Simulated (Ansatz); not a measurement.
# C2HBF2 (SMILES C#CB(F)F): B3LYP/6-31G(d) (spherical functions)

What is the electronic atomisation energy of C2HBF2 at B3LYP/6-31G* (spherical functions)? 

Program for the calculation: Ansatz 0.2.0.

36 further runs of the same task are left out: 36 set aside as unsound or not needed.

## Step 1: The system as given

C2HBF2: 6 atoms, total charge 0, spin state singlet. As SMILES, `C#CB(F)F`. Geometry: relaxed at PBE0-D4/def2-TZVP.

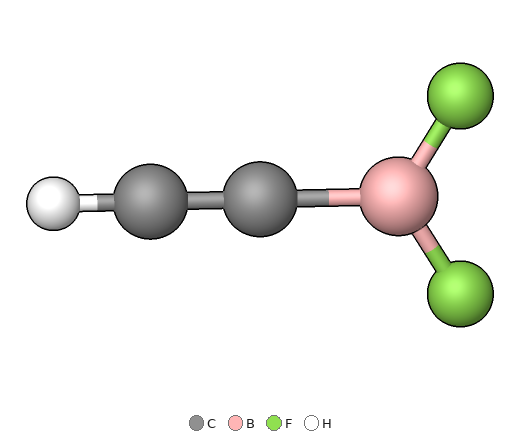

The structure, seen from a chosen angle (carbon grey, boron pink, fluorine green, hydrogen white).

## Step 2: A single-point energy at B3LYP/6-31G(d) (spherical functions)

Input file input.yaml:

```yaml
crystal:
  periodic: [false, false, false]
  atoms:
    - symbol: C
      position_ang: [-0.883700, 0.450800, 1.253400]
    - symbol: C
      position_ang: [-0.218600, 0.106200, 0.311700]
    - symbol: B
      position_ang: [0.622000, -0.329200, -0.878400]
    - symbol: F
      position_ang: [0.153600, -1.179500, -1.766600]
    - symbol: F
      position_ang: [1.841700, 0.131700, -1.054100]
    - symbol: H
      position_ang: [-1.473000, 0.756000, 2.087900]
basis:
  gaussian: {orbitals: 6-31G_st_-spherical.json}
hamiltonian: {xc: {name: B3LYP}}
accuracy: high
output: {orbitals: {seedname: orbitals}}
```

The basis set 6-31G* is read from a file made from the Basis Set Exchange's data (not shown).

Run with:

```sh
$ ansatz run input.yaml --threads 1 --pin off --max-ram 3480MiB --events-out events.jsonl --progress --plain --runs-dir runs
```

Log:

```text
Warning: RAYON_NUM_THREADS=1 ignored (pool sized by the plan → 1); use --threads N
Functional definition: B3LYP
  name "B3LYP"
  parameter a0 = 0.2
  parameter ax = 0.72
  parameter ac = 0.81
  exchange = (1 - a0 - ax)*slater_x + ax*b88_x + a0*exact_x
  correlation = (1 - ac)*vwn_rpa_c + ac*lyp_c
1555 factors; integrals over basis functions are off by at most 3.0e-9 eV
mean field evaluation 1: about -8197.2408 eV, gradient 4.5e1 eV
mean field evaluation 2: about -8196.3074 eV, gradient 5.3e1 eV
mean field evaluation 4: about -8201.3911 eV, gradient 3.0e0 eV
mean field evaluation 8: about -8201.5581 eV, gradient 1.2e-1 eV
mean field evaluation 16: about -8201.5581 eV, gradient 3.7e-6 eV
mean field -8201.55810591 eV, -301.4017011763 hartree, gradient 4.6e-8 eV, S^2 0.000000; 0 other end points of the search recorded, 0 dependent functions left out
reference -8201.55813505 eV, -301.4017022472 hartree; 18, 18 occupied and 54, 54 virtual orbitals, 1555 factors
Total energy: -8201.55813505 eV, -301.4017022472 hartree
```

Run time: 4.8 s. Hardware: 1 thread of Arm Neoverse V1, shared host; peak memory 0.2 GiB.

## Step 3: The B atom at the same level

Input file job.yaml:

```yaml
crystal:
  periodic: [false, false, false]
  atoms:
    - symbol: B
      position_ang: [0.000000, 0.000000, 0.000000]
basis:
  gaussian:
    orbitals: 6-31G_st_-spherical.json
magnetization:
  spin_polarized: true
  initial_magnetization: 1
hamiltonian:
  xc: {name: B3LYP}
accuracy: high
```

The basis set 6-31G* is read from a file made from the Basis Set Exchange's data (not shown).

Run the same way, it converges to -24.65384 Eh (log not shown).

## Step 4: The C atom, same level

Input file job.yaml:

```yaml
crystal:
  periodic: [false, false, false]
  atoms:
    - {symbol: C, position_ang: [0.000000, 0.000000, 0.000000]}
basis:
  gaussian: {orbitals: 6-31G_st_-spherical.json}
magnetization: {spin_polarized: true, initial_magnetization: 2}
hamiltonian: {xc: {name: B3LYP}}
accuracy: high
```

The basis set 6-31G* is read from a file made from the Basis Set Exchange's data (not shown).

Run the same way, it converges to -37.84469 Eh (log not shown).

## Step 5: The F atom at the same level

Input file run.yaml:

```yaml
basis:
  gaussian:
    orbitals: 6-31G_st_-spherical.json
crystal:
  periodic: [false, false, false]
  atoms:
    - symbol: F
      position_ang: [0.000000, 0.000000, 0.000000]
accuracy: high
hamiltonian:
  xc: {name: B3LYP}
magnetization:
  spin_polarized: true
  initial_magnetization: 1
```

The basis set 6-31G* is read from a file made from the Basis Set Exchange's data (not shown).

Run the same way, it converges to -99.71458 Eh (log not shown).

## Step 6: The H atom, same level

Input file input.yaml:

```yaml
crystal:
  periodic: [false, false, false]
  atoms:
    - {symbol: H, position_ang: [0.000000, 0.000000, 0.000000]}
basis:
  gaussian: {orbitals: "6-31G*"}
magnetization: {spin_polarized: true, initial_magnetization: 1}
hamiltonian: {xc: {name: B3LYP}}
accuracy: high
```

Run with:

```sh
$ ansatz run input.yaml --threads 1 --pin off --max-ram 3480MiB --events-out events.jsonl --progress --plain --runs-dir runs
```

Log, cut to the lines that bear on the results:

```text
Warning: RAYON_NUM_THREADS=1 ignored (pool sized by the plan → 1); use --threads N
[... 7 set-up lines as earlier in the session ...]
3 factors; integrals over basis functions are off by at most 5.4e-10 eV
mean field evaluation 1: about -13.6135 eV, gradient 2.1e-1 eV
mean field evaluation 2: about -13.6127 eV, gradient 2.0e-1 eV
mean field evaluation 4: about -13.6131 eV, gradient 4.2e-7 eV
mean field evaluation 8: about -13.6131 eV, gradient 8.0e-10 eV
mean field -13.61309805 eV, -0.5002721262 hartree, gradient 8.6e-9 eV, S^2 0.750000; 0 other end points of the search recorded, 0 dependent functions left out
reference -13.61311596 eV, -0.5002727842 hartree; 1, 0 occupied and 1, 2 virtual orbitals, 3 factors
Total energy: -13.61311596 eV, -0.5002727842 hartree
```

Run time: 0.12 s. Hardware: 1 thread of Arm Neoverse V1, shared host.

## Step 7: Results

At B3LYP/6-31G* (spherical functions):

```
                     quantity          value
       molecule: total energy  -301.40170 Eh
        molecule: HOMO energy       -8.19 eV
        molecule: LUMO energy       -1.19 eV
      molecule: HOMO–LUMO gap        7.00 eV
         B atom: total energy   -24.65384 Eh
                 B atom: ⟨S²⟩          0.752
         C atom: total energy   -37.84469 Eh
                 C atom: ⟨S²⟩          2.002
         F atom: total energy   -99.71458 Eh
                 F atom: ⟨S²⟩          0.751
         H atom: total energy    -0.50027 Eh
                 H atom: ⟨S²⟩          0.750
electronic atomisation energy      30.723 eV
```

In words: Taking the molecule apart into free atoms costs 30.72 eV (708 kcal/mol), before zero-point energy and without spin-orbit coupling.
